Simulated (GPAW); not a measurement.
## Optical response of ZnCu

Aim: the dielectric function of ZnCu, and the optical constants that follow from it.

Main program and level: GPAW 26.7.0; DFT, PBE, plane-wave PAW (GPAW data sets), scalar-relativistic, RPA, optical limit.

## (1) The starting structure

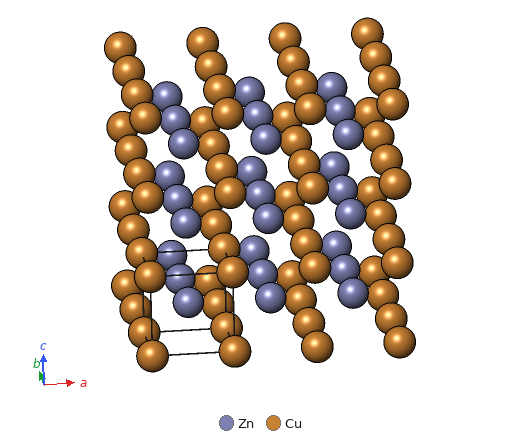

Start, viewed slightly off an axis; zinc blue, copper orange. 3×3×3 cells are drawn. Some periodic images of atoms are drawn too.

## (2) Ground state

First the ground state: is it a metal or has it a gap?

This step: DFT, PBE, plane-wave PAW (GPAW data sets), scalar-relativistic, ground state (GPAW 26.7.0).

gs.py reads:

```python
from ase import Atoms
from ase.dft.bandgap import bandgap
from gpaw import GPAW, PW, FermiDirac

atoms = Atoms(['Zn', 'Cu'],
              cell=[[2.945000000000, 0.000000000000, 0.000000000000],
                    [0.000000000000, 2.945000000000, 0.000000000000],
                    [0.000000000000, 0.000000000000, 2.945000000000]],
              scaled_positions=[[0.500000000000, 0.500000000000, 0.500000000000],
                                [0.000000000000, 0.000000000000, 0.000000000000]],
              pbc=[True, True, True])
atoms.calc = GPAW(mode=PW(500), xc='PBE', kpts={'size': (8, 8, 8), 'gamma': True},
                  occupations=FermiDirac(0.05), maxiter=150, txt='gs.txt')
print('energy (eV)', atoms.get_potential_energy())
print('Fermi level (eV)', atoms.calc.get_fermi_level())
print('valence electrons', atoms.calc.get_number_of_electrons())
print('gap (eV)', bandgap(atoms.calc, output=None)[0])
print('direct gap (eV)', bandgap(atoms.calc, direct=True, output=None)[0])
atoms.calc.write('gs.gpw')
```

The run is started by

```sh
> OMP_NUM_THREADS=1 python gs.py
```

Numbers of over 12 decimals in the logs are rounded to 6 here.

The log of the run:

```text
__  _  _
 | _ |_)|_||  |
 |__||  | ||/\| - 26.7.0

Versions:
  Python: 3.12.14
  ASE:    3.29.0
  Numpy:  2.5.5
  Scipy:  1.18.1
  Libxc:  7.0.0

Input parameters:
  mode=PW(ecut=500.0),
  kpts=MonkhorstPack(size=(8, 8, 8), gamma=True),
  maxiter=150,
  occupations=Occupations(name='fermi-dirac', width=0.05, fixmagmom=False),
  xc=XC(name='PBE')

Diagonalizing LCAO Hamiltonian
Converting LCAO to pw mode
   .------.
  /|      |
 * |      |
 | | Zn   |
 | .------.
 |/      /
 Cu-----*

Atoms  # Å, Bohr magnetons
|   | symbol |        x |        y |        z |    initial magnetic moments |
| 0 |     Zn | 1.472500 | 1.472500 | 1.472500 | ( 0.0000,  0.0000,  0.0000) |
| 1 |     Cu | 0.000000 | 0.000000 | 0.000000 | ( 0.0000,  0.0000,  0.0000) |

Unit cell  # Å
| periodic |        x |        y |        z |  lengths |    angles |
|      yes | 2.945000 | 0.000000 | 0.000000 | 2.945000 | 90.000000 |
|      yes | 0.000000 | 2.945000 | 0.000000 | 2.945000 | 90.000000 |
|      yes | 0.000000 | 0.000000 | 2.945000 | 2.945000 | 90.000000 |

Number of symmetries: 48
Symmetry operations  # r_c * U_cc + t_c -> r_c
|    | kind |            matrix            |
|  0 |  E   |  1, 0, 0,  0, 1, 0,  0, 0, 1 |
|  1 |  σ   |  1, 0, 0,  0, 1, 0,  0, 0,-1 |
|  2 |  σ   |  1, 0, 0,  0, 0, 1,  0, 1, 0 |
|  3 |  C4  |  1, 0, 0,  0, 0, 1,  0,-1, 0 |
|  4 |  C4  |  1, 0, 0,  0, 0,-1,  0, 1, 0 |
|  5 |  σ   |  1, 0, 0,  0, 0,-1,  0,-1, 0 |
|  6 |  σ   |  1, 0, 0,  0,-1, 0,  0, 0, 1 |
|  7 |  C2  |  1, 0, 0,  0,-1, 0,  0, 0,-1 |
|  8 |  σ   |  0, 1, 0,  1, 0, 0,  0, 0, 1 |
|  9 |  C2  |  0, 1, 0,  1, 0, 0,  0, 0,-1 |
| 10 |  C3  |  0, 1, 0,  0, 0, 1,  1, 0, 0 |
| 11 |  S6  |  0, 1, 0,  0, 0, 1, -1, 0, 0 |
| 12 |  S6  |  0, 1, 0,  0, 0,-1,  1, 0, 0 |
| 13 |  C3  |  0, 1, 0,  0, 0,-1, -1, 0, 0 |
| 14 |  C4  |  0, 1, 0, -1, 0, 0,  0, 0, 1 |
| 15 |  S4  |  0, 1, 0, -1, 0, 0,  0, 0,-1 |
| 16 |  C3  |  0, 0, 1,  1, 0, 0,  0, 1, 0 |
| 17 |  S6  |  0, 0, 1,  1, 0, 0,  0,-1, 0 |
| 18 |  σ   |  0, 0, 1,  0, 1, 0,  1, 0, 0 |
| 19 |  C4  |  0, 0, 1,  0, 1, 0, -1, 0, 0 |
| 20 |  C2  |  0, 0, 1,  0,-1, 0,  1, 0, 0 |
| 21 |  S4  |  0, 0, 1,  0,-1, 0, -1, 0, 0 |
| 22 |  S6  |  0, 0, 1, -1, 0, 0,  0, 1, 0 |
| 23 |  C3  |  0, 0, 1, -1, 0, 0,  0,-1, 0 |
| 24 |  S6  |  0, 0,-1,  1, 0, 0,  0, 1, 0 |
| 25 |  C3  |  0, 0,-1,  1, 0, 0,  0,-1, 0 |
| 26 |  C4  |  0, 0,-1,  0, 1, 0,  1, 0, 0 |
| 27 |  σ   |  0, 0,-1,  0, 1, 0, -1, 0, 0 |
| 28 |  S4  |  0, 0,-1,  0,-1, 0,  1, 0, 0 |
| 29 |  C2  |  0, 0,-1,  0,-1, 0, -1, 0, 0 |
| 30 |  C3  |  0, 0,-1, -1, 0, 0,  0, 1, 0 |
| 31 |  S6  |  0, 0,-1, -1, 0, 0,  0,-1, 0 |
| 32 |  C4  |  0,-1, 0,  1, 0, 0,  0, 0, 1 |
| 33 |  S4  |  0,-1, 0,  1, 0, 0,  0, 0,-1 |
| 34 |  S6  |  0,-1, 0,  0, 0, 1,  1, 0, 0 |
| 35 |  C3  |  0,-1, 0,  0, 0, 1, -1, 0, 0 |
| 36 |  C3  |  0,-1, 0,  0, 0,-1,  1, 0, 0 |
| 37 |  S6  |  0,-1, 0,  0, 0,-1, -1, 0, 0 |
| 38 |  σ   |  0,-1, 0, -1, 0, 0,  0, 0, 1 |
| 39 |  C2  |  0,-1, 0, -1, 0, 0,  0, 0,-1 |
| 40 |  σ   | -1, 0, 0,  0, 1, 0,  0, 0, 1 |
| 41 |  C2  | -1, 0, 0,  0, 1, 0,  0, 0,-1 |
| 42 |  C2  | -1, 0, 0,  0, 0, 1,  0, 1, 0 |
| 43 |  S4  | -1, 0, 0,  0, 0, 1,  0,-1, 0 |
| 44 |  S4  | -1, 0, 0,  0, 0,-1,  0, 1, 0 |
| 45 |  C2  | -1, 0, 0,  0, 0,-1,  0,-1, 0 |
| 46 |  C2  | -1, 0, 0,  0,-1, 0,  0, 0, 1 |
| 47 |  i   | -1, 0, 0,  0,-1, 0,  0, 0,-1 |

BZ-sampling:
  Number of BZ points: 512
  Number of IBZ points: 35

  Monkhorst-Pack size: [8, 8, 8]
  Monkhorst-Pack shift: [0.0625, 0.0625, 0.0625]

K-points  # in reciprocal-cell coordinates
|     |                                coordinates |     weight |
|   0 | (  0.00000000,   0.00000000,   0.00000000) | 0.00195312 |
|   1 | (  0.12500000,   0.00000000,   0.00000000) | 0.01171875 |
|   2 | (  0.12500000,   0.12500000,   0.00000000) | 0.02343750 |
|   3 | (  0.12500000,   0.12500000,   0.12500000) | 0.01562500 |
|   4 | (  0.25000000,   0.00000000,   0.00000000) | 0.01171875 |
|   5 | (  0.25000000,   0.12500000,   0.00000000) | 0.04687500 |
|   6 | (  0.25000000,   0.12500000,   0.12500000) | 0.04687500 |
|   7 | (  0.25000000,   0.25000000,   0.00000000) | 0.02343750 |
|   8 | (  0.25000000,   0.25000000,   0.12500000) | 0.04687500 |
|   9 | (  0.25000000,   0.25000000,   0.25000000) | 0.01562500 |
| ... |                                            |            |
|  34 | (  0.50000000,   0.50000000,   0.50000000) | 0.00195312 |

Plane wave coefficients: 672
Cutoff: 500.0 eV

Spin-components: 1 (collinear spins)
Bands:           18
Projectors:      12
Spin-degeneracy: 2
Datatype:        complex128

Parallelization:
  kpt:    1
  domain: 1
  band:   1

Density:
  Valence electrons: 23.0
  Components: 1
  Grid points: [16 16 16]
  Charge: 0.0  # |e|

Potential:
  Grid points: [16 16 16]

species:
  Zn:
    name:    Zinc
    id:
    Z:       30.0
    valence: 12
    core:    18
    charge:  0.0  # [|e|]
    compensation charges:
      type: gauss
      rc: 0.37  # [Å]
      lmax: 2
    cutoffs:
      filter: 2.14  # [Å]
      core: 2.28  # [Å]
    projectors
    | kind |    occ | energy [eV] | rcut [Å] |
    |   4s |  2.000 |      -5.977 |    1.286 |
    |   4p |  0.000 |      -1.117 |    1.270 |
    |   3d | 10.000 |     -10.142 |    1.180 |
    |    s |        |      21.234 |    1.286 |
    |    p |        |      26.095 |    1.270 |
    |    d |        |      17.070 |    1.180 |

    Using partial waves for Zn as LCAO basis

  Cu:
    name:    Copper
    id:
    Z:       29.0
    valence: 11
    core:    18
    charge:  0.0  # [|e|]
    compensation charges:
      type: gauss
      rc: 0.33  # [Å]
      lmax: 2
    cutoffs:
      filter: 2.06  # [Å]
      core: 2.43  # [Å]
    projectors
    | kind |    occ | energy [eV] | rcut [Å] |
    |   4s |  1.000 |      -4.609 |    1.164 |
    |   4p |  0.000 |      -0.698 |    1.164 |
    |   3d | 10.000 |      -5.039 |    1.058 |
    |    s |        |      22.603 |    1.164 |
    |    p |        |      26.513 |    1.164 |
    |    d |        |      22.172 |    1.058 |

    Using partial waves for Cu as LCAO basis

Reference energy: -93882.778494  # eV

eigensolver:
  PPCG
  Converge bands: occupied
  niter=2

density mixing:
  MSR1-Mixer
  Pratt-step length: 0.05
  Maximum mixing coefficient: 0.75
  Old densities: 10
  SVD Regularization: 0.005
  Good broyden scale: 1.0
  Trust region scale: 1.0
  Backstep threshold: 4.0
  History deletion threshold: 6.0
  Fourier metric: weight=20.0, sigma=0.015

occupation numbers:
  Fermi-Dirac:
    width: 0.0500  # eV

poisson solver:
  ecut: 4000.0  # eV

xc functional:
  name: PBE with 2 nearest neighbor stencil

convergence criteria:
- Maximum [total energy] change in last 3 cyles: 0.0005 eV / valence electron
- Maximum integral of absolute [dens]ity change: 0.0001 electrons / valence electron
- Maximum integral of absolute [eigenst]ate change: 4e-08 eV^2 / valence electron
maximum number of iterations: 150

SCF iterations
|iter     |      energy | eigst |  dens |
|iter:   1||   -6.157453 | +0.32 |       |
|iter:   2||   -5.642625 | -2.13 | -1.06 |
|iter:   3||   -5.087235 | -1.62 | -1.17 |
|iter:   4||   -5.058245 | -2.55 | -1.61 |
|iter:   5||   -5.052316 | -3.39 | -1.86 |
|iter:   6||   -5.052175c| -3.63 | -2.28 |
|iter:   7||   -5.052198c| -5.62 | -3.44 |
|iter:   8||   -5.052223c| -5.65 | -3.75 |
|iter:   9||   -5.052225c| -7.10 | -4.40c|
|iter:  10||   -5.052224c| -7.52c| -4.58c|

Converged in 10 steps
SCF loop duration: 5.649 s (0.565 s/step)
Energy contributions relative to reference atoms: (reference = -93882.778494)

Energy contributions:
  Kinetic:         -12.427048
  Coulomb:          11.764105
  Zero:              0.038482
  External:          0.000000
  Xc:               -4.425382
  Entropy:          -0.004762
  Spinorbit:         0.000000
  ----------------------------
  Free energy:      -5.054605
  Extrapolated:     -5.052224

dipole moment: (-6.408468, -6.408468, -6.408468)  # |e|*Ang

Fermi level: 7.640
Eigenvalues  # (at kpt = [0.000, 0.000, 0.000])
| band index |      eig [eV] | occ [0-2] |
|          0 |        -2.471 |     2.000 |
|        ... |               |           |
|          3 |         0.758 |     2.000 |
|          4 |         0.758 |     2.000 |
|          5 |         0.758 |     2.000 |
|          6 |         4.310 |     2.000 |
|          7 |         4.310 |     2.000 |
|          8 |         5.163 |     2.000 |
|          9 |         5.163 |     2.000 |
|         10 |         5.163 |     2.000 |
|         11 |        14.090 |     0.000 |
|         12 |        14.090 |     0.000 |
|         13 |        14.090 |     0.000 |
|         14 |        19.101 |     0.000 |
|         15 |        19.101 |     0.000 |
|         16 |        20.158 |     0.000 |
|         17 |        32.468 |     0.000 |

No gap
No difference between direct/indirect transitions

--- standard output ---
energy (eV) -5.052224
Fermi level (eV) 7.640214
valence electrons 23.0
gap (eV) 0.0
direct gap (eV) 0.0
```

Run time: 7.2 s. Hardware: 1 thread of Arm Neoverse V2, shared host; peak memory 0.13 GiB.

Numbers from this step:

```
energy       : -5.052 eV
Fermi energy : 7.640 eV
electrons    : 23
```

There are states at the Fermi level within the smearing, so the occupations stay smeared and the carriers get a Drude term.

## (3) Bands for the response

At the fixed density, many empty bands are solved on the mesh of the response, since the spectrum sums over them.

This step: DFT, PBE, plane-wave PAW (GPAW data sets), scalar-relativistic, bands at fixed density (GPAW 26.7.0).

nscf.py reads:

```python
from ase.dft.bandgap import bandgap
from gpaw import GPAW, FermiDirac

calc = GPAW('gs.gpw').fixed_density(kpts={'size': (15, 15, 15), 'gamma': True}, nbands=33, convergence={'bands': 27},
                                    occupations=FermiDirac(0.05), txt='nscf.txt')
print('gap (eV)', bandgap(calc, output=None)[0])
print('direct gap (eV)', bandgap(calc, direct=True, output=None)[0])
print('top band over the Fermi level (eV)', min(calc.get_eigenvalues(kpt=k)[26] for k in range(len(calc.get_ibz_k_points()))) - calc.get_fermi_level())
calc.write('full.gpw', mode='all')
```

The run is started by

```sh
> OMP_NUM_THREADS=1 python nscf.py
```

The log of the run:

```text
Diagonalizing LCAO Hamiltonian
Converting LCAO to pw mode
convergence criteria:
- Maximum integral of absolute [eigenst]ate change: 4e-08 eV^2 / valence electron
maximum number of iterations: 150

SCF iterations
|iter     |      energy | eigst |  dens |
|iter:   1||             | +2.78 |       |
|iter:   2||             | +1.14 |       |
|iter:   3||             | +0.04 |       |
|iter:   4||             | -1.70 |       |
|iter:   5||             | -2.78 |       |
|iter:   6||             | -4.03 |       |
|iter:   7||             | -4.65 |       |
|iter:   8||             | -5.11 |       |
|iter:   9||             | -5.72 |       |
|iter:  10||             | -6.40 |       |
|iter:  11||             | -7.06 |       |
|iter:  12||             | -7.70c|       |
SCF steps: 12
  __  _  _
 | _ |_)|_||  |
 |__||  | ||/\| - 26.7.0

Versions:
  Python: 3.12.14
  ASE:    3.29.0
  Numpy:  2.5.5
  Scipy:  1.18.1
  Libxc:  7.0.0

Input parameters:
  mode=PW(ecut=500.0),
  convergence={'bands': 27},
  gpts=array([16, 16, 16]),
  kpts=MonkhorstPack(size=(15, 15, 15), gamma=True),
  maxiter=150,
  nbands=33,
  occupations=Occupations(name='fermi-dirac', width=0.05, fixmagmom=False),
  parallel={},
  xc=XC(name='PBE')

--- standard output ---
gap (eV) 0.0
direct gap (eV) 0.0
top band over the Fermi level (eV) 26.714695
```

Wall time 37 s (1 thread); peak memory 0.2 GiB.

## (4) Dielectric function, RPA

Local fields let the induced charge screen the field inside the cell, which as a rule lowers ε, most along directions where the density is uneven.

This step: DFT, PBE, plane-wave PAW (GPAW data sets), scalar-relativistic, RPA, optical limit (GPAW 26.7.0).

df.py reads:

```python
from gpaw.response.df import DielectricFunction

df = DielectricFunction('full.gpw', frequencies={'type': 'nonlinear', 'domega0': 0.03, 'omega2': 8},
                        ecut=50,
                        eta=0.15,
                        nbands=27,
                        rate=0.05,
                        txt='df.txt')
for direction in ['x']:
    df.get_dielectric_function(xc='RPA', direction=direction, filename=f'df_{direction}.csv')
```

The run is started by

```sh
> OMP_NUM_THREADS=1 python df.py
```

The log of the run:

```text
Using integrator: PointIntegrator
NonLinearFrequencyDescriptor(from 0.000 to 49.084 eV, 463 points)
Nonperiodic BCs:  [False False False]
Using integrator: PointIntegrator
NonLinearFrequencyDescriptor(from 0.000 to 49.084 eV, 463 points)
Nonperiodic BCs:  [False False False]
Using integrator: PointIntegrator

Calculating chi0 body with:
    Ground state adapter containing:
    Number of spins: 1
    Number of kpoints: 3375
    Number of irreducible kpoints: 120
    Number of completely occupied states: 10
    Number of partially occupied states: 12

    Linear response parametrization:
    q_c: [0.0, 0.0, 0.0]
    Number of frequency points: 463
    Planewave cutoff: 50.0
    Number of bands: 27
    Number of planewaves: 19
    Broadening (eta): 0.15

Integrating chi0 body.

Symmetries of q_c:
    Direct symmetries (Uq -> q): 48
    Indirect symmetries (TUq -> q): 0
In total 48 allowed symmetries.

120 groups of equivalent kpoints. 96.444444% reduction.

Integral kind: spectral function

Calculating chi0 optical extensions with:
    Ground state adapter containing:
    Number of spins: 1
    Number of kpoints: 3375
    Number of irreducible kpoints: 120
    Number of completely occupied states: 10
    Number of partially occupied states: 12

    Linear response parametrization:
    Number of frequency points: 463
    Planewave cutoff: 50.0
    Number of bands: 27
    Number of planewaves: 19
    Broadening (eta): 0.15
Integrating chi0 head and wings.

Symmetries of q_c:
    Direct symmetries (Uq -> q): 48
    Indirect symmetries (TUq -> q): 0
In total 48 allowed symmetries.

120 groups of equivalent kpoints. 96.444444% reduction.

Integral kind: spectral function wings

Calculating drude chi0 with:
    Number of frequency points:463
    Plasma frequency decay rate: 0.05 eV

    Ground state adapter containing:
    Number of spins: 1
    Number of kpoints: 3375
    Number of irreducible kpoints: 120
    Number of completely occupied states: 10
    Number of partially occupied states: 12

Symmetries of q_c:
    Direct symmetries (Uq -> q): 48
    Indirect symmetries (TUq -> q): 0
In total 48 allowed symmetries.

120 groups of equivalent kpoints. 96.444444% reduction.

Integral kind: intraband
Plasma frequency:
[[10.37-0.j  0.  +0.j  0.  +0.j]
 [ 0.  -0.j 10.37-0.j  0.  +0.j]
 [ 0.  +0.j  0.  +0.j 10.37-0.j]]
```

It took 6.8 s on 1 thread; peak memory 0.25 GiB.

Some rows of df_x.csv (energy; Re and Im without local fields; Re and Im with them):

```text
0.000000, 43032.194521, -0.000000, 43032.168288, -0.000000
0.460735, -481.698659, 107.512072, -481.726051, 107.510823
0.943989, -111.914193, 12.939141, -111.943428, 12.934846
1.451455, -42.288158, 3.865308, -42.327534, 3.860637
1.984998, -16.651463, 2.417399, -16.719081, 2.401162
2.546682, -4.353988, 7.334653, -4.428525, 7.210079
3.138794, -5.054417, 12.945346, -4.878434, 12.766708
3.763875, -7.119955, 9.660023, -7.019269, 9.714027
4.424758, -5.066231, 5.203666, -5.028787, 5.187456
5.124608, -4.437929, 4.602981, -4.415319, 4.701214
5.866977, -3.134874, 3.567980, -3.124793, 3.609886
6.655862, -2.343203, 3.841724, -2.309484, 3.903690
7.495775, -2.151128, 2.624057, -2.168011, 2.658405
8.391833, -1.519021, 2.238479, -1.541038, 2.263457
9.349861, -1.319961, 1.619789, -1.336972, 1.652168
10.376517, -1.009234, 1.462479, -1.033234, 1.466619
11.479449, -0.643436, 1.042829, -0.677035, 1.051673
12.667487, -0.439873, 0.876263, -0.462133, 0.862774
13.950874, -0.197052, 0.786029, -0.220473, 0.771324
```

Sum at mesh points, not converged in k. The Im ε, E ∥ x by photon energy; read off at these points:

| photon energy (eV) | Im ε, E ∥ x |
| --- | --- |
| 1.0 | 10.9 |
| 2.0 | 2.42 |
| 3.0 | 13.2 |
| 3.4 | 13.5 |
| 4.0 | 7.67 |
| 5.0 | 5.09 |
| 6.0 | 3.33 |
| 7.0 | 3.22 |
| 8.0 | 2.19 |
| 9.0 | 1.76 |
| 10.0 | 1.44 |
| 11.0 | 1.21 |
| 12.0 | 1.08 |
| 13.0 | 0.814 |

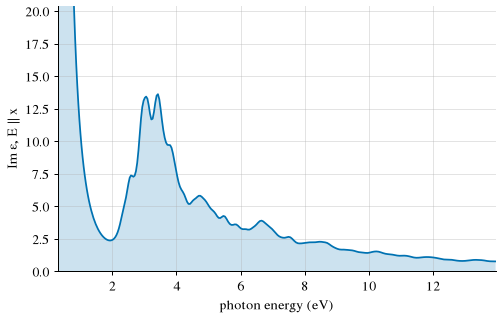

Im ε, E ∥ x, plotted against photon energy. Below 1 eV the curve runs off the scale.

Values under 1 per cm are given as 1; sum at mesh points, not converged in k. The absorption coefficient, E ∥ x by photon energy:

| photon energy (eV) | absorption coefficient, E ∥ x (1/cm) |
| --- | --- |
| 1.01 | 1.0e6 |
| 1.99 | 8.2e5 |
| 3.02 | 8.8e5 |
| 3.98 | 1.2e6 |
| 4.98 | 1.2e6 |
| 6.02 | 1.2e6 |
| 6.99 | 1.3e6 |
| 8.03 | 1.2e6 |
| 9.02 | 1.3e6 |
| 10.03 | 1.2e6 |
| 11.03 | 1.2e6 |
| 12.02 | 1.2e6 |
| 13.00 | 1.0e6 |

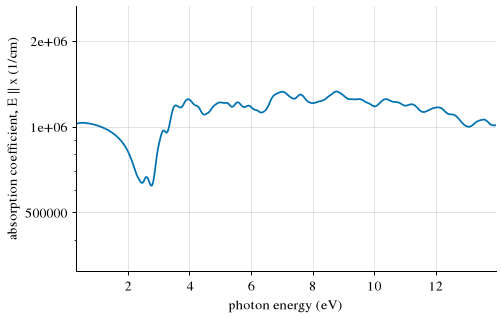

Absorption coefficient, E ∥ x, plotted against photon energy.

Sum at mesh points, not converged in k. Loss function −Im 1/ε at q → 0, E ∥ x against energy loss; read off at these points:

| energy loss (eV) | loss function −Im 1/ε at q → 0, E ∥ x |
| --- | --- |
| 1 | 0.00110 |
| 2 | 0.00903 |
| 3 | 0.0728 |
| 4 | 0.0637 |
| 5 | 0.107 |
| 6 | 0.167 |
| 7 | 0.180 |
| 8 | 0.286 |
| 9 | 0.310 |
| 10 | 0.477 |
| 11 | 0.571 |
| 12 | 0.706 |
| 13 | 1.09 |

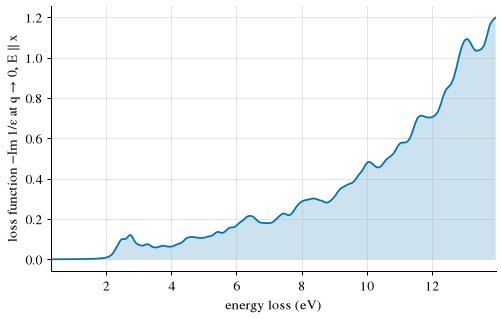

Loss function −Im 1/ε at q → 0, E ∥ x against energy loss.

The reflectivity at normal incidence, E ∥ x has structure finer than the step of the table below, so its rows give means over 1 eV, whole bins alone (the curve runs from 0.305 to 14.0 eV). Peaks (eV: height): 4.0: 65.7, 7.1: 51.4, 8.9: 46.5.

Sum at mesh points, not converged in k. Reflectivity at normal incidence, E ∥ x against photon energy; means over each step:

| photon energy (eV) | reflectivity at normal incidence, E ∥ x (%) |
| --- | --- |
| 1 | 97.8 |
| 2 | 86.6 |
| 3 | 51.8 |
| 4 | 62.6 |
| 5 | 56.2 |
| 6 | 50.3 |
| 7 | 48.1 |
| 8 | 45.0 |
| 9 | 44.2 |
| 10 | 39.3 |
| 11 | 37.4 |
| 12 | 33.2 |
| 13 | 28.1 |

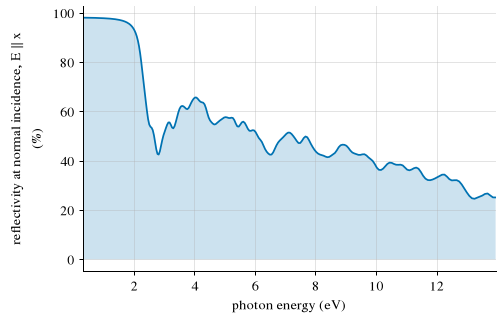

Reflectivity at normal incidence, E ∥ x against photon energy.

Sum at mesh points, not converged in k. Im ε, E ∥ x against photon energy; read off at these points:

| photon energy (eV) | without local fields | with local fields |
| --- | --- | --- |
| 1.0 | 10.9 | 10.9 |
| 2.0 | 2.44 | 2.42 |
| 3.0 | 13.5 | 13.2 |
| 3.4 | 13.6 | 13.5 |
| 4.0 | 7.61 | 7.67 |
| 5.0 | 4.97 | 5.09 |
| 6.0 | 3.30 | 3.33 |
| 7.0 | 3.14 | 3.22 |
| 8.0 | 2.16 | 2.19 |
| 9.0 | 1.75 | 1.76 |
| 10.0 | 1.43 | 1.44 |
| 11.0 | 1.21 | 1.21 |
| 12.0 | 1.08 | 1.08 |
| 13.0 | 0.824 | 0.814 |

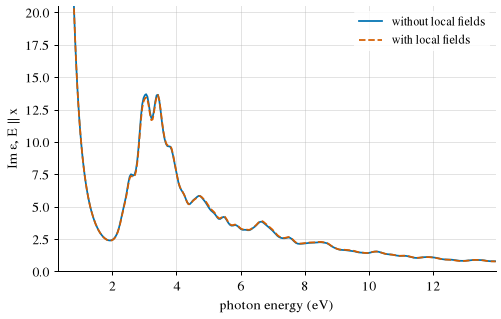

Im ε, E ∥ x against photon energy. Below 1 eV the curve runs off the scale.

From ε follow the optical constants at some laser and lamp lines:

| wavelength (nm) | n | k | R (%) | 1/α |
| --- | --- | --- | --- | --- |
| 1550 | 0.83 | 12.622 | 97.9 | 9.8 nm |
| 1064 | 0.42 | 8.424 | 97.7 | 10 nm |
| 800 | 0.27 | 5.994 | 97.1 | 11 nm |
| 633 | 0.28 | 4.206 | 94.1 | 12 nm |
| 532 | 0.82 | 2.802 | 70.6 | 15 nm |
| 405 | 2.27 | 2.962 | 53.4 | 11 nm |
| 308 | 1.21 | 3.035 | 65.7 | 8.1 nm |

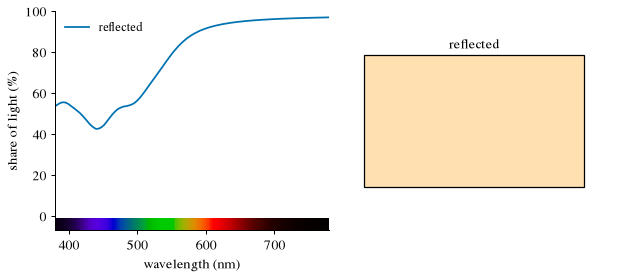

Light reflected across the visible range, with the colour that it makes of daylight (sRGB).

A polished face would reflect 78 % of daylight and look yellow (CIE x = 0.370, y = 0.378 under D65).

## (5) Summary of results

In words: At this level (PBE, RPA) ZnCu is a metal. The mesh is too coarse to trust the carriers' weight, the reflectivity or the colour to better than tens of per cent. A polished face would reflect 78 % of daylight and look yellow (CIE x = 0.370, y = 0.378 under D65). The carriers' damping of 0.05 eV is typed, not computed; it shapes the response at the lowest energies. In this version of GPAW the matrix elements of the optical limit are incomplete, which can lower ε − 1 by up to a tenth where first-row anions or d states rule, and shift it by more in d metals. GPAW's carrier term has the form −ωp²/(ω + i·rate)², which damps like twice the rate and fails at low energy, so the curves leave the lowest energies out. The sum runs over mesh points 0.14 Å⁻¹ apart with no interpolation, so peaks are partly noise of the mesh, and the Drude plasma energy, a sum over the Fermi surface, isn't converged.

[Machine, clock and banner lines and Python warnings are left out of the logs.]

[Logs are printed without paths, hosts, clocks, repeated set-up lines and the standing remarks that a program may print on its own settings, such as how far it seeks lower states.]

[Hosts, paths, dates, database ids (printed as entryN), source tags and the programs' standing remarks are cut or masked in the printed files.]
